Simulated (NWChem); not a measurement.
## Run report: SiH3Cl, energy and gradient calculation (part 1 of 3)

System: SiH3Cl, SMILES [SiH3]Cl.
Method: B3LYP/6-31G*, RKS (NWChem 7.3.0).

The geometry comes from this level: PBE0-D4/def2-TZVP.

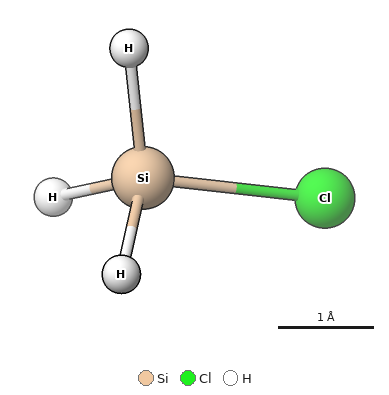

*The structure (ball-and-stick view, seen at a tilt).*

## The input
```
start clh3si
title "ClH3Si B3LYP"
memory stack 880 mb heap 220 mb global 1100 mb

geometry units angstrom noautosym nocenter noautoz
   Si    -0.112000     0.018600    -0.030900
   Cl     1.838300    -0.513500     0.329900
   H     -0.950900    -0.488300     1.079100
   H     -0.534700    -0.585700    -1.314900
   H     -0.190800     1.495400    -0.104700
end

basis cartesian
   * library 6-31G*
end

dft
   xc b3lyp
   grid xfine
   convergence energy 1e-08
   maxiter 100
   mulliken
end

task dft gradient
```

Machine: 1 thread of Intel Xeon @ 2.90GHz (Ice Lake), 16 GiB of memory available, shared host.

Run as:
```bash
nwchem clh3si.nw > clh3si.out
```

## What the program printed
```
Northwest Computational Chemistry Package (NWChem) 7.3.0
             --------------------------------------------------------

           Job information
           ---------------

    nwchem branch   = 7.3.0
    use scalapack   = T
    input           = clh3si.nw
    prefix          = clh3si.
    data base       = ./clh3si.db
    status          = startup
    nproc           =        1

           Memory information
           ------------------

    heap     =     28835836 doubles =      220.0 Mbytes
    stack    =    115343361 doubles =      880.0 Mbytes
    global   =    144179200 doubles =     1100.0 Mbytes (distinct from heap & stack)
    total    =    288358397 doubles =     2200.0 Mbytes
    verify   = yes
    hardfail = no

           Directory information
           ---------------------

  0 permanent = .
  0 scratch   = .

                                NWChem Input Module
                                -------------------

                                   ClH3Si B3LYP
                                   ------------

 Scaling coordinates for geometry "geometry" by  1.889725989
 (inverse scale =  0.529177249)

                             Geometry "geometry" -> ""
                             -------------------------

 Output coordinates in angstroms (scale by  1.889725989 to convert to a.u.)

  No.       Tag          Charge          X              Y              Z
 ---- ---------------- ---------- -------------- -------------- --------------
    1 Si                  14.0000    -0.11200000     0.01860000    -0.03090000
    2 Cl                  17.0000     1.83830000    -0.51350000     0.32990000
    3 H                    1.0000    -0.95090000    -0.48830000     1.07910000
    4 H                    1.0000    -0.53470000    -0.58570000    -1.31490000
    5 H                    1.0000    -0.19080000     1.49540000    -0.10470000

      Atomic Mass
      -----------

      Si                27.976930
      Cl                34.968850
      H                  1.007825

 Effective nuclear repulsion energy (a.u.)      86.3372244702

            Nuclear Dipole moment (a.u.)
            ----------------------------
        X                 Y               Z
 ---------------- ---------------- ----------------
    52.9249888444   -15.2079478383     9.1372031000

            XYZ format geometry
            -------------------
     5
 geometry
 Si                   -0.11200000     0.01860000    -0.03090000
 Cl                    1.83830000    -0.51350000     0.32990000
 H                    -0.95090000    -0.48830000     1.07910000
 H                    -0.53470000    -0.58570000    -1.31490000
 H                    -0.19080000     1.49540000    -0.10470000

 ==============================================================================
                                internuclear distances
 ------------------------------------------------------------------------------
       center one      |      center two      | atomic units |  angstroms
 ------------------------------------------------------------------------------
    2 Cl               |   1 Si               |     3.88061  |     2.05353
    3 H                |   1 Si               |     2.79833  |     1.48081
    4 H                |   1 Si               |     2.79814  |     1.48071
    5 H                |   1 Si               |     2.79819  |     1.48074
 ------------------------------------------------------------------------------
                         number of included internuclear distances:          4
 ==============================================================================

 ==============================================================================
                                 internuclear angles
 ------------------------------------------------------------------------------
        center 1       |       center 2       |       center 3       |  degrees
 ------------------------------------------------------------------------------
    2 Cl               |   1 Si               |   3 H                |   108.52
    2 Cl               |   1 Si               |   4 H                |   108.53
    2 Cl               |   1 Si               |   5 H                |   108.53
    3 H                |   1 Si               |   4 H                |   110.40
    3 H                |   1 Si               |   5 H                |   110.40
    4 H                |   1 Si               |   5 H                |   110.40
 ------------------------------------------------------------------------------
                            number of included internuclear angles:          6
 ==============================================================================

 Summary of "ao basis" -> "" (cartesian)
 ------------------------------------------------------------------------------
       Tag                 Description            Shells   Functions and Types
 ---------------- ------------------------------  ------  ---------------------
 *                           6-31G*                   on all atoms

                                 NWChem DFT Module
                                 -----------------

                                   ClH3Si B3LYP

                      Basis "ao basis" -> "ao basis" (cartesian)
                      -----
  [basis functions not shown]

 Summary of "ao basis" -> "ao basis" (cartesian)
 ------------------------------------------------------------------------------
       Tag                 Description            Shells   Functions and Types
 ---------------- ------------------------------  ------  ---------------------
 Si                          6-31G*                  8       19   4s3p1d
 Cl                          6-31G*                  8       19   4s3p1d
 H                           6-31G*                  2        2   2s

 Summary of "ao basis" -> "ao basis" (cartesian)
 ------------------------------------------------------------------------------
       Tag                 Description            Shells   Functions and Types
 ---------------- ------------------------------  ------  ---------------------
 Si                          6-31G*                  8       19   4s3p1d
 Cl                          6-31G*                  8       19   4s3p1d
 H                           6-31G*                  2        2   2s

  Caching 1-el integrals
  itol2e modified to match energy
  convergence criterion.
  tol_rho modified to match energy
  convergence criterion.

            General Information
            -------------------
          SCF calculation type: DFT
          Wavefunction type:  closed shell.
          No. of atoms     :     5
          No. of electrons :    34
           Alpha electrons :    17
            Beta electrons :    17
          Charge           :     0
          Spin multiplicity:     1
          Use of symmetry is: off; symmetry adaption is: off
          Maximum number of iterations: 100
          AO basis - number of functions:    44
                     number of shells:    22
          Convergence on energy requested:  1.00D-08
          Convergence on density requested:  1.00D-05
          Convergence on gradient requested:  5.00D-04

              XC Information
              --------------
                         B3LYP Method XC Potential
                     Hartree-Fock (Exact) Exchange  0.200
                        Slater Exchange Functional  0.800 local
                    Becke 1988 Exchange Functional  0.720 non-local
              Lee-Yang-Parr Correlation Functional  0.810
                  VWN I RPA Correlation Functional  0.190 local

             Grid Information
             ----------------
          Grid used for XC integration:  xfine
          Radial quadrature: Mura-Knowles
          Angular quadrature: Lebedev.
          Tag              B.-S. Rad. Rad. Pts. Rad. Cut. Ang. Pts.
          ---              ---------- --------- --------- ---------
          Si                  1.10      125           8.0      1454
          Cl                  1.00      125           9.0      1454
          H                   0.35      100           9.0      1202
          Grid pruning is: on
          Number of quadrature shells:   550
          Spatial weights used:  Erf1

          Convergence Information
          -----------------------
          Convergence aids based upon iterative change in
          total energy or number of iterations.
          Levelshifting, if invoked, occurs when the
          HOMO/LUMO gap drops below (HL_TOL):  1.00D-02
          DIIS, if invoked, will attempt to extrapolate
          using up to (NFOCK): 10 stored Fock matrices.

                    Damping( 0%)  Levelshifting(0.5)       DIIS
                  --------------- ------------------- ---------------
          dE  on:    start            ASAP                start
          dE off:    2 iters        100 iters           100 iters

      Screening Tolerance Information
      -------------------------------
          Density screening/tol_rho:  1.00D-11
          AO Gaussian exp screening on grid/accAOfunc:  18
          CD Gaussian exp screening on grid/accCDfunc:  20
          XC Gaussian exp screening on grid/accXCfunc:  20
          Schwarz screening/accCoul:  1.00D-09

      Superposition of Atomic Density Guess
      -------------------------------------

 Sum of atomic energies:        -749.76258786

      Non-variational initial energy
      ------------------------------

 Total energy =    -750.201153
 1-e energy   =   -1208.815292
 2-e energy   =     372.276915
 HOMO         =      -0.390331
 LUMO         =       0.048890

   Time after variat. SCF:      0.2

     ---------------------------------------------
      Total Density - Mulliken Population Analysis
     ---------------------------------------------

    Atom       Charge   Shell Charges
 -----------   ------   -------------------------------------------------------
    1 Si  14    13.42   2.00  2.00  5.97  0.90  1.58  0.32  0.45  0.19
    2 Cl  17    17.42   2.00  2.00  5.98  1.37  3.72  0.57  1.77  0.01
    3 H    1     1.05   0.47  0.58
    4 H    1     1.05   0.47  0.58
    5 H    1     1.05   0.47  0.58
   Time prior to 1st pass:      0.2

 Grid_pts file          = ./clh3si.gridpts.0
 Record size in doubles =  12289        No. of grid_pts per rec  =   3070
 Max. records in memory =    288        Max. recs in file   = *********

           Memory utilization after 1st SCF pass:
           Heap Space remaining (MW):        0.00                  54
          Stack Space remaining (MW):      115.34           115342972

   convergence    iter        energy       DeltaE   RMS-Dens  Diis-err    time
 ---------------- ----- ----------------- --------- --------- ---------  ------
 d= 0,ls=0.0,diis     1   -751.5013442597 -8.38D+02  1.82D-02  3.32D-01     1.3
 d= 0,ls=0.0,diis     2   -751.5132077495 -1.19D-02  1.10D-02  1.05D-01     2.2
 d= 0,ls=0.0,diis     3   -751.5277696385 -1.46D-02  3.32D-03  1.97D-02     3.1
 d= 0,ls=0.0,diis     4   -751.5307984304 -3.03D-03  4.51D-04  2.51D-04     4.0
 d= 0,ls=0.0,diis     5   -751.5308337623 -3.53D-05  7.03D-05  7.50D-06     5.0
  Resetting Diis
 d= 0,ls=0.0,diis     6   -751.5308349335 -1.17D-06  9.99D-06  1.48D-07     5.9
 d= 0,ls=0.0,diis     7   -751.5308349603 -2.68D-08  1.80D-06  2.08D-09     6.8
 d= 0,ls=0.0,diis     8   -751.5308349605 -2.37D-10  6.88D-07  6.28D-10     7.7

         Total DFT energy =     -751.530834960487
      One electron energy =    -1210.128259386084
           Coulomb energy =      422.585873591896
    Exchange-Corr. energy =      -50.325673636549
 Nuclear repulsion energy =       86.337224470250

 Numeric. integr. density =       33.999999999397

     Total iterative time =      7.6s

                       DFT Final Molecular Orbital Analysis
                       ------------------------------------

 Vector    1  Occ=2.000000D+00  E=-1.015386D+02
              MO Center=  1.8D+00, -5.1D-01,  3.3D-01, r^2= 3.1D-03
   Bfn.  Coefficient  Atom+Function         Bfn.  Coefficient  Atom+Function
  ----- ------------  ---------------      ----- ------------  ---------------
    20      0.995996  2 Cl s

 Vector    2  Occ=2.000000D+00  E=-6.617314D+01
              MO Center= -1.1D-01,  1.9D-02, -3.1D-02, r^2= 4.7D-03
   Bfn.  Coefficient  Atom+Function         Bfn.  Coefficient  Atom+Function
  ----- ------------  ---------------      ----- ------------  ---------------
     1      0.996597  1 Si s                  6     -0.027390  1 Si s
```
